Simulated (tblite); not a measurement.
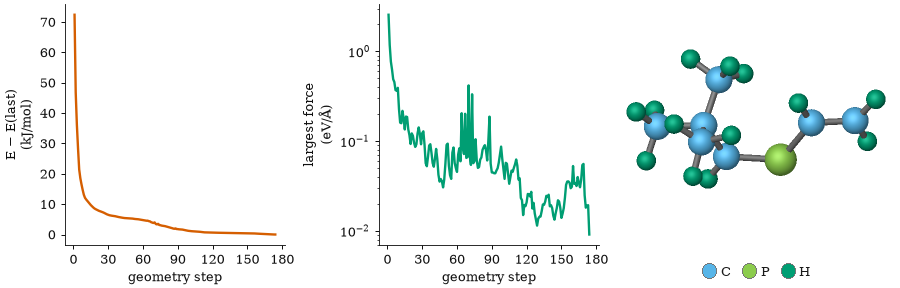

Beside the plot: the molecule at the start.

History of a geometry optimisation.

System: C7H13P (SMILES C=C/P=C\C(C)(C)C).
Method: GFN2-xTB geometry optimisation, gas phase in tblite.

### How did the optimisation end?

The optimisation met its thresholds at geometry 174, counting the start as the first. The energy fell by about 72 kJ/mol from the first step to the last. The largest force goes from about 2.6 eV/Å at the start to 9 × 10⁻³ eV/Å at the end.
